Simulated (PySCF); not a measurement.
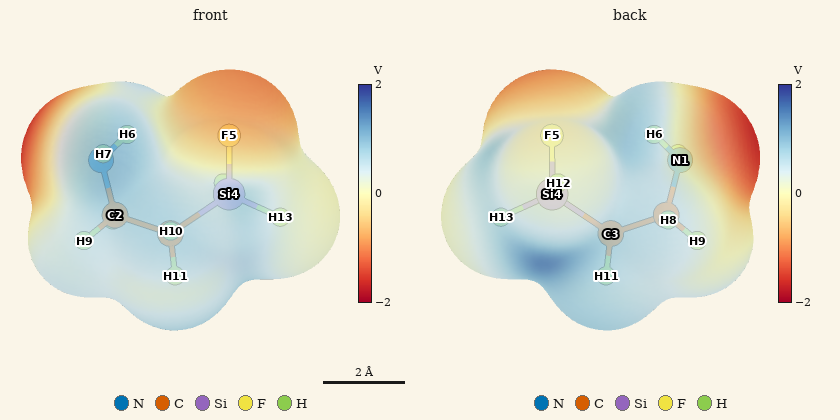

Figure 1: C₂H₈FNSi. The electrostatic potential painted on the density surface at 0.001 e/bohr³, seen from the front and from behind; red is negative and blue positive.

Geometry: GFN2-xTB.

All numbers below come from PBE0/pcSseg-1, SCF density, gas phase, non-relativistic in PySCF 2.14.0.

| atom | x (Å) | y (Å) | z (Å) |
| --- | --- | --- | --- |
| N | -1.6362 | 0.7065 | -0.4673 |
| C | -1.1240 | -0.5933 | -0.0874 |
| C | 0.1977 | -0.5779 | 0.7050 |
| Si | 1.6605 | 0.2124 | -0.2121 |
| F | 1.4263 | 1.8121 | -0.2585 |
| H | -0.9852 | 1.1809 | -1.0838 |
| H | -1.7535 | 1.2904 | 0.3543 |
| H | -0.9950 | -1.1788 | -1.0022 |
| H | -1.8978 | -1.0823 | 0.5141 |
| H | 0.0284 | -0.0482 | 1.6473 |
| H | 0.4481 | -1.6058 | 0.9717 |
| H | 1.7162 | -0.1744 | -1.6149 |
| H | 2.9101 | 0.0590 | 0.5162 |

### Describe the electrostatic potential map.

The most negative region (about −1.6 V) lies over N1, the most positive (about +1.4 V) over Si4. N1 is the likeliest acceptor of a hydrogen bond.
